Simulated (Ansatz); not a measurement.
## Geometry relaxation of SiPH7O (part 2 of 2)

SiPH7O; RKS LDA/6-31G* (Ansatz 0.2.0). The input holds or restrains some coordinates. It belongs to a series of runs on one base structure; here: pulled along the bonds that form and break, towards end A.

Geometry of the input (Å):
```
Si 0.0000  0.0000  0.0000
O  0.0000  0.0000  2.0300
H  -0.9095  -0.2814  2.3671
H  1.3768  0.0000  -0.4862
H  -0.6877  1.1914  -0.4862
H  -0.6877  -1.1914  -0.4862
P  1.2944  -1.9656  0.7820
H  0.4981  -3.1353  0.6631
H  2.4646  -2.1080  -0.0096
H  0.6725  -1.0212  1.8891
```

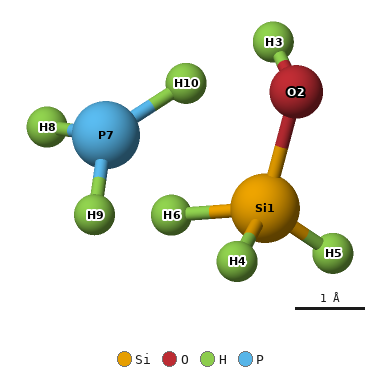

Figure 1. The geometry at step 3 of the log (ball-and-stick view, seen at a tilt; atoms are numbered from 1 in the order of the input).

**Output, continued**
```
relax step   6: F+E_penalty+E_count = -19243.41074495 eV  Δ(F+E_penalty+E_count) = -2.437e-1 eV  max|allowed force component| = 9.727e-1 eV/Å  E_restraint = 0.01009881 eV  max|allowed force component, restraints' pulls added| = 4.242e-1 eV/Å  Δτ_max = 0.2000 Å  (26 SCF iters, accepted)
  distance Si 0 - P 6 = 3.3991 Å
  distance H 9 - O 1 = 2.2019 Å
  distance Si 0 - O 1 = 1.6731 Å
  distance H 9 - P 6 = 1.4339 Å
these checks for a lower state are left out or cut short: starts, cluster_reference, orbital_swaps, neighbouring_geometries, increment
875 factors; their error is unknown
mean field -19243.46089996 eV, -707.1841443874 hartree, gradient 1.1e-5 eV, S^2 0.000000; 0 other end points of the search recorded, 0 dependent functions left out
the calculation of the forces begins
reference -19243.46093387 eV, -707.1841456333 hartree; 22, 22 occupied and 45, 45 virtual orbitals, 875 factors
relax step   7: F+E_penalty+E_count = -19243.46089996 eV  Δ(F+E_penalty+E_count) = -5.016e-2 eV  max|allowed force component| = 8.032e-1 eV/Å  E_restraint = 0.00827143 eV  max|allowed force component, restraints' pulls added| = 1.793e-1 eV/Å  Δτ_max = 0.1234 Å  (26 SCF iters, accepted)
  distance Si 0 - P 6 = 3.3999 Å
  distance H 9 - O 1 = 2.2055 Å
  distance Si 0 - O 1 = 1.6744 Å
  distance H 9 - P 6 = 1.4301 Å
these checks for a lower state are left out or cut short: starts, cluster_reference, orbital_swaps, neighbouring_geometries, increment
875 factors; their error is unknown
mean field evaluation 64: about -19243.5343 eV, gradient 7.1e-2 eV
mean field -19243.48177650 eV, -707.1849115861 hartree, gradient 1.3e-5 eV, S^2 0.000000; 0 other end points of the search recorded, 0 dependent functions left out
the calculation of the forces begins
reference -19243.48181044 eV, -707.1849128333 hartree; 22, 22 occupied and 45, 45 virtual orbitals, 875 factors
relax step   8: F+E_penalty+E_count = -19243.48177650 eV  Δ(F+E_penalty+E_count) = -2.088e-2 eV  max|allowed force component| = 6.805e-1 eV/Å  E_restraint = 0.00878330 eV  max|allowed force component, restraints' pulls added| = 5.771e-2 eV/Å  Δτ_max = 0.1212 Å  (25 SCF iters, accepted)
  distance Si 0 - P 6 = 3.4017 Å
  distance H 9 - O 1 = 2.2054 Å
  distance Si 0 - O 1 = 1.6730 Å
  distance H 9 - P 6 = 1.4269 Å
875 factors; their error is unknown
mean field -19243.48177650 eV, -707.1849115861 hartree, gradient 1.3e-5 eV, S^2 0.000000; 1 other end points of the search recorded, 0 dependent functions left out
the calculation of the forces begins
reference -19243.48181044 eV, -707.1849128333 hartree; 22, 22 occupied and 45, 45 virtual orbitals, 875 factors
Total energy: -19243.48181044 eV, -707.1849128333 hartree
Atom 0 at    -0.096684     0.076581     0.093237 Å, force    -0.283833     0.538679    -0.030079 eV/Å
Atom 1 at    -0.162623     0.300741     1.749874 Å, force     0.087126    -0.154460    -0.174148 eV/Å
Atom 2 at    -0.898610    -0.148005     2.207233 Å, force    -0.034504     0.039634    -0.009853 eV/Å
Atom 3 at     1.336160     0.142015    -0.326663 Å, force    -0.023430     0.018603     0.000766 eV/Å
Atom 4 at    -0.821050     1.201096    -0.596835 Å, force    -0.023745     0.004112    -0.004636 eV/Å
Atom 5 at    -0.736669    -1.201873    -0.369034 Å, force    -0.012075     0.013523     0.004165 eV/Å
Atom 6 at     1.648208    -2.641197     1.161095 Å, force     0.424681    -0.680489     0.096669 eV/Å
Atom 7 at     0.416274    -2.880627     0.464186 Å, force     0.008014    -0.002652     0.005630 eV/Å
Atom 8 at     2.192479    -1.885301     0.069645 Å, force    -0.015777    -0.016861     0.011295 eV/Å
Atom 9 at     1.144014    -1.474929     1.810362 Å, force    -0.126457     0.239912     0.100191 eV/Å
Dipole moment:    -0.367773    -0.008814    -0.052621 e Å
```

**Trajectory as extended XYZ (Å, eV, eV/Å), 8 frames, from step=1 to step=8**
```
10
Properties=species:S:1:pos:R:3:forces:R:3 step=1 energy=-19240.52895
Si    0.0000    0.0000    0.0000    0.7495  -1.5580   1.2358
O     0.0000    0.0000    2.0300   -1.5254   0.3671  -1.4486
H    -0.9095   -0.2814    2.3671    0.8502   0.4347  -0.3446
H     1.3768    0.0000   -0.4862    0.4520   1.2023  -0.7135
H    -0.6877    1.1914   -0.4862   -0.6703   1.2252   0.6251
H    -0.6877   -1.1914   -0.4862   -1.1019   0.0767  -0.7121
P     1.2944   -1.9656    0.7820    0.5667  -1.7560   0.6145
H     0.4981   -3.1353    0.6631    0.3357  -0.2596  -0.1414
H     2.4646   -2.1080   -0.0096   -0.0386  -0.1911   0.1312
H     0.6725   -1.0212    1.8891    0.3822   0.4587   0.7535
10
Properties=species:S:1:pos:R:3:forces:R:3 step=2 energy=-19240.88495
Si   -0.0691    0.0998    0.0207    1.5564  -3.1358   2.3468
O    -0.0852    0.1186    1.9560   -0.7285  -0.0537  -1.9562
H    -0.9136   -0.2736    2.3650    0.5386   0.5468  -0.6887
H     1.3637    0.0171   -0.4874   -0.5453   0.8211   0.1348
H    -0.7074    1.2255   -0.4861   -1.3034   2.3121  -0.2814
H    -0.6962   -1.1761   -0.4890   -0.4179   0.6184  -0.1191
P     1.3905   -2.1086    0.8731    0.1374  -0.9118   1.5058
H     0.4961   -3.1532    0.6602   -0.0086  -0.5236  -0.3389
H     2.4744   -2.1151   -0.0140    0.0785   0.0498  -0.1007
H     0.7683   -1.1460    1.8646    0.6928   0.2767  -0.5025
10
Properties=species:S:1:pos:R:3:forces:R:3 step=3 energy=-19241.40411
Si   -0.1356    0.1834    0.0652    2.1376  -4.0234   2.3468
O    -0.1846    0.2573    1.8617   -0.8646  -0.4962  -1.2858
H    -0.9090   -0.2656    2.3480    0.9523   0.8759  -1.1770
H     1.3436    0.0238   -0.4729   -1.1226   0.7033   0.6051
H    -0.7311    1.2674   -0.4988   -1.5795   2.8071  -1.0281
H    -0.6942   -1.1617   -0.4823   -0.1755   0.9869   0.2552
P     1.4794   -2.2481    0.9575    0.9287  -1.5672   1.9941
H     0.4903   -3.1634    0.6507   -0.3603  -0.3408  -0.6161
H     2.4748   -2.1099   -0.0193   -0.3083   0.4960  -0.3126
H     0.8879   -1.2946    1.8533    0.3922   0.5584  -0.7816
10
Properties=species:S:1:pos:R:3:forces:R:3 step=4 energy=-19242.28433
Si   -0.1626    0.2053    0.1007    1.6644  -2.7834   0.6021
O    -0.2590    0.3384    1.7956   -0.6102  -0.5829  -0.1254
H    -0.8906   -0.2491    2.3155    0.7574   0.7748  -0.9927
H     1.3142    0.0391   -0.4500   -1.0359   0.5937   0.6784
H    -0.7569    1.3127   -0.5203   -0.9892   1.7165  -0.7326
H    -0.6987   -1.1387   -0.4713   -0.1902   0.8323   0.3723
P     1.5749   -2.3897    1.0512    1.3252  -2.0840   1.8023
H     0.4780   -3.1641    0.6284   -0.1633   0.2341  -0.6304
H     2.4554   -2.0884   -0.0307   -0.8539   0.6224  -0.1416
H     0.9667   -1.3769    1.8439    0.0957   0.6764  -0.8323
10
Properties=species:S:1:pos:R:3:forces:R:3 step=5 energy=-19243.16708
Si   -0.1369    0.1615    0.1097    0.2791  -0.5083  -0.2418
O    -0.2925    0.3663    1.7644   -0.0437  -0.3258   0.0492
H    -0.8789   -0.2319    2.2844    0.2879   0.2618  -0.4541
H     1.2927    0.0697   -0.4141   -0.3054   0.2960   0.4432
H    -0.7675    1.3263   -0.5325   -0.2727   0.4103  -0.2133
H    -0.7225   -1.1203   -0.4533   -0.2035   0.2365   0.2349
P     1.6628   -2.5224    1.1635    0.7306  -1.2688   0.5087
H     0.4783   -3.1223    0.5877    0.3005   0.4239  -0.1915
H     2.3722   -2.0442   -0.0283   -0.9079   0.2121   0.4908
H     1.0139   -1.3942    1.7815    0.1351   0.2624  -0.6261
10
Properties=species:S:1:pos:R:3:forces:R:3 step=6 energy=-19243.41075
Si   -0.1202    0.1071    0.0852    0.0697   0.2017  -0.0001
O    -0.2069    0.3508    1.7382    0.0164  -0.2872  -0.0687
H    -0.8400   -0.2204    2.2160    0.0282   0.0848  -0.0346
H     1.3129    0.0835   -0.3687   -0.1239   0.1617   0.0725
H    -0.8141    1.2609   -0.5437   -0.1353   0.1800  -0.2458
H    -0.7353   -1.1768   -0.4036   -0.1432   0.0852   0.0812
P     1.6404   -2.5883    1.1756    0.4037  -0.9727   0.2420
H     0.4219   -2.9591    0.4869    0.2808   0.2348  -0.0052
H     2.2852   -1.9331    0.0600   -0.4044   0.0684   0.2043
H     1.0775   -1.4360    1.8172    0.0080   0.2434  -0.2458
10
Properties=species:S:1:pos:R:3:forces:R:3 step=7 energy=-19243.46090
Si   -0.1030    0.0968    0.0917   -0.2661   0.3359   0.0039
O    -0.1857    0.3303    1.7476    0.1637  -0.1239  -0.2144
H    -0.8521   -0.2004    2.2216   -0.0633   0.0113  -0.0105
H     1.3252    0.1565   -0.3570   -0.0502   0.0541   0.0639
H    -0.8590    1.2000   -0.5836   -0.0310   0.0881  -0.0752
H    -0.7093   -1.2024   -0.3656   -0.0590   0.0832   0.0143
P     1.6051   -2.6352    1.1770    0.4262  -0.8032   0.1822
H     0.3920   -2.8517    0.4339    0.1247   0.0702   0.0114
H     2.2792   -1.9657    0.0965   -0.1788   0.0518   0.0749
H     1.1292   -1.4396    1.8009   -0.0661   0.2324  -0.0505
10
Properties=species:S:1:pos:R:3:forces:R:3 step=8 energy=-19243.48178
Si   -0.0967    0.0766    0.0932   -0.2838   0.5387  -0.0301
O    -0.1626    0.3007    1.7499    0.0871  -0.1545  -0.1741
H    -0.8986   -0.1480    2.2072   -0.0345   0.0396  -0.0099
H     1.3362    0.1420   -0.3267   -0.0234   0.0186   0.0008
H    -0.8210    1.2011   -0.5968   -0.0237   0.0041  -0.0046
H    -0.7367   -1.2019   -0.3690   -0.0121   0.0135   0.0042
P     1.6482   -2.6412    1.1611    0.4247  -0.6805   0.0967
H     0.4163   -2.8806    0.4642    0.0080  -0.0027   0.0056
H     2.1925   -1.8853    0.0696   -0.0158  -0.0169   0.0113
H     1.1440   -1.4749    1.8104   -0.1265   0.2399   0.1002
```

**Results in brief**

| quantity | value |
| --- | --- |
| outcome | converged under the restraints of the input |
| total energy | −19243.4818 eV |
| mean-field energy | −19243.4818 eV |
| largest force (length of the vector) at the end, held atoms and coordinates included | 0.808 eV/Å |
| hardware | 1 thread of Arm Neoverse V1, 24 GiB of memory available, shared host |
| wall time | 15 s |
| peak memory | 0.13 GiB |
